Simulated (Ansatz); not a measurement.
# ClGaH2···HF: what the fields show

The calculation's input:

```
crystal:
  periodic: [false, false, false]
  atoms:
    - { symbol: Ga, position_ang: [-0.028863, 0.220461, -0.06888] }
    - { symbol: H, position_ang: [0.127987, 0.260709, 1.499682] }
    - { symbol: Cl, position_ang: [1.838964, 0.406998, -1.161581] }
    - { symbol: H, position_ang: [-1.360078, 0.166359, -0.876832] }
    - { symbol: F, position_ang: [0.2963, -2.331236, 1.245677] }
    - { symbol: H, position_ang: [0.35199, -1.565591, 1.779233] }
basis:
  gaussian: { orbitals: def2-SVP }
hamiltonian:
  xc: pbe
  dispersion: d4
relax:
  f_tol: 0.03
  max_steps: 50
output:
  orbitals: {}
```

Command:

```sh
ansatz run input.yaml --threads 1 --pin off --max-ram 2048MiB --backend cpu --events-out ev --progress --plain --runs-dir out
```

The fields are those of the run's last geometry, not of the input's.

Level of theory: RKS PBE-D4/def2-SVP (Ansatz).

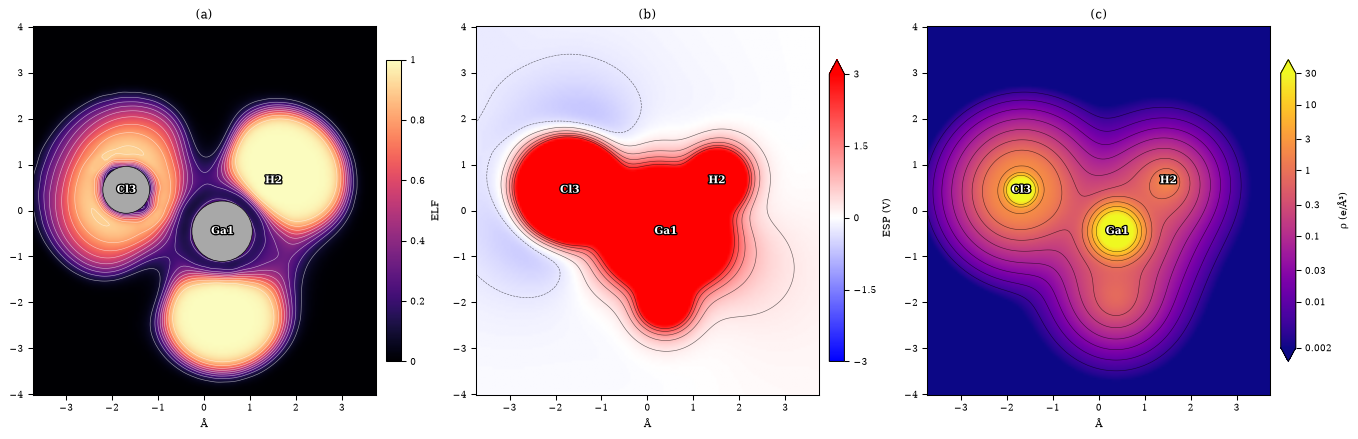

Figure 1. (a) electron localisation function; (b) molecular electrostatic potential; (c) electron density on the plane of atoms H2, Ga1 and Cl3. Grey discs cover the atomic cores in the ELF map.

Read the bonding off the picture.

- Atoms in the plane: Ga, H and Cl.
- Ga–Cl (2.27 Å): ρ is about 0.54 e/Å³ halfway; the ELF peaks at about 0.85 in the valence shell of Cl, 0.8 Å from its nucleus, and is about 0.50 at the midpoint.
- Ga–H (1.57 Å): the density is about 0.97 e/Å³ at the midpoint; the ELF climbs to about 1 towards the hydrogen.
- The ELF also peaks beside Cl3, away from the bonds: lone-pair regions.
- Outside the dense part of the complex the potential is most negative (−0.7 V) near Cl3.

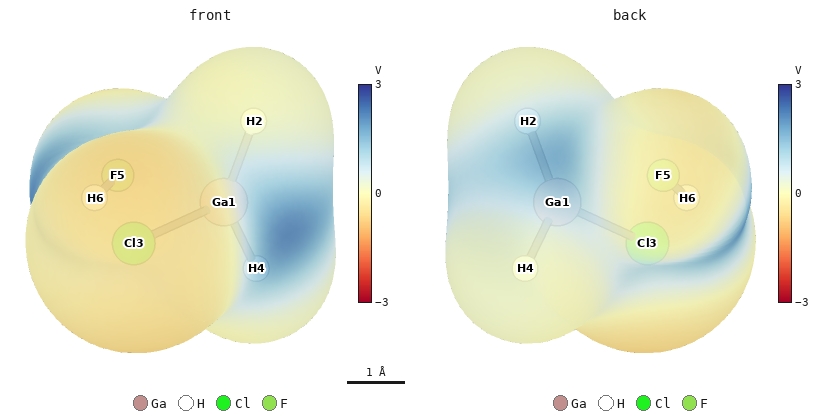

Figure 2. The molecular electrostatic potential painted on the density surface at 0.002 e/bohr³, seen from the front and from behind; red is negative and blue positive.

Describe the electrostatic potential map.

The most negative region (about −0.6 V) lies over Cl3, the most positive (about +2.1 V) over Ga1 and H6.

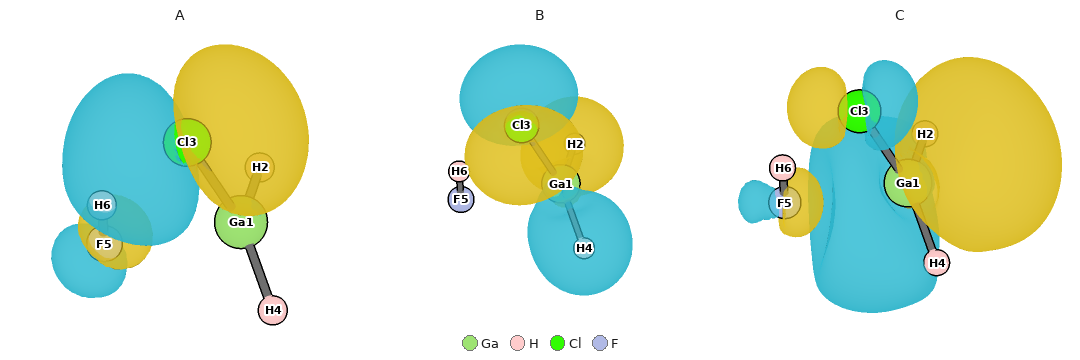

Figure 3. Three frontier orbitals at ±0.08 Å⁻³ᐟ² (yellow and cyan are the two phases), in no order.

Order the three orbitals by energy and name them.

A is the HOMO−1 (−7.94 eV). By Hirshfeld shares it lies mainly on Cl3 (about 85 %) and F5 (about 5 %); largely a lone pair of Cl3. B is the HOMO (−7.10 eV). It lies mainly on Cl3 (about 65 %), Ga1 (about 15 %), H2 (about 10 %) and H4 (about 10 %). C is the LUMO (−1.51 eV). It lies mainly on Ga1 (about 70 %), Cl3 (about 10 %) and F5 (about 10 %).

What is the HOMO–LUMO gap?

5.59 eV between the orbital energies.

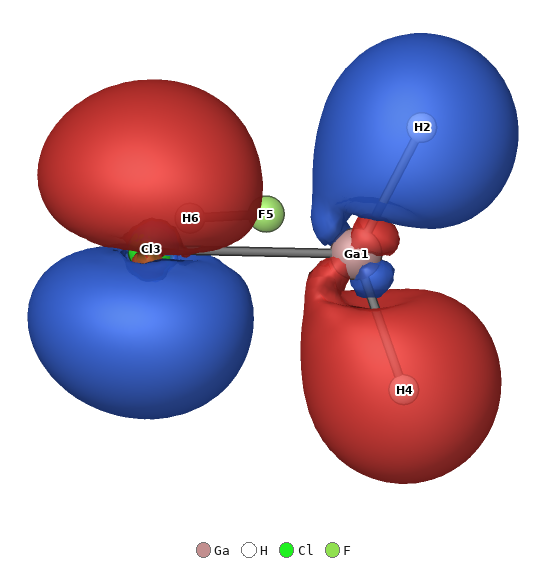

Figure 4. One frontier orbital at ±0.08 Å⁻³ᐟ² (blue and red are the two phases), seen at a tilt.

Which orbital is it: HOMO or LUMO?

The HOMO, at −7.10 eV. By Hirshfeld shares it lies mainly on Cl3 (about 65 %), Ga1 (about 15 %), H2 (about 10 %) and H4 (about 10 %).
